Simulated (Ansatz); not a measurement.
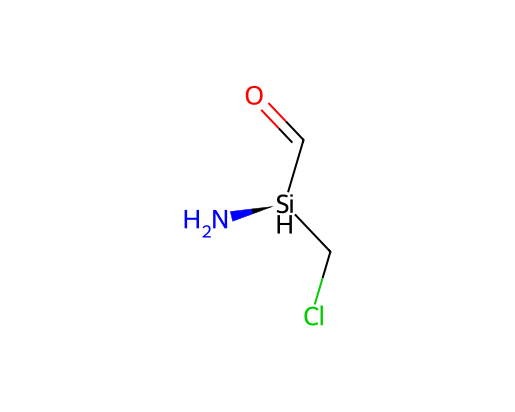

Computed geometry: PBE-D4/def2-SVP optimisation. No frequency run is at hand to confirm it as a minimum. Properties computed with RKS PBE-D4/def2-SVP (Ansatz 0.2.0).

Computed properties:

The species is C₂H₆ClNOSi (`N[Si@@H](C=O)CCl`).
- dipole moment: 2.09 D
- dispersion correction: −28.9 kJ/mol
